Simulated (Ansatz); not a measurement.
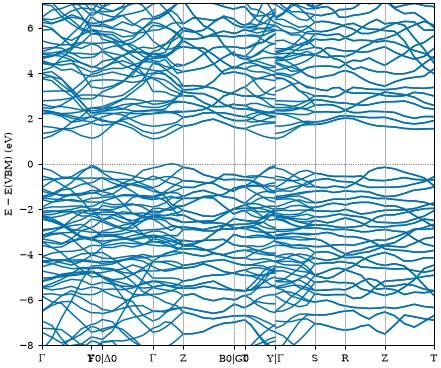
Figure: Band structure from r²SCAN in the plane-wave PAW code Ansatz

**Question.** Read off the gap and where the band edges lie.

**Answer.** About 1.1 eV (1.10 eV by a search for the band edges); maximum on the Γ–Z line, 62 % of the way from Γ, minimum at Γ.

The material is Si₂Os in space group Cmce (No. 64; Si on 16g, Si on 16g, Os on 8f, Os on 8d).

The first step of the workflow began from a Materials Project structure, measured or hypothetical; the Crystallography Open Database copy checked does not list it. Its standing as an ambient phase is unchecked. The cell was relaxed with r²SCAN under the symmetry of its start; its stability against distortions is not shown here. No spin polarisation was allowed. Spin–orbit coupling is left out wherever it is not named.

Potentials: the later of the program's two PAW sets.
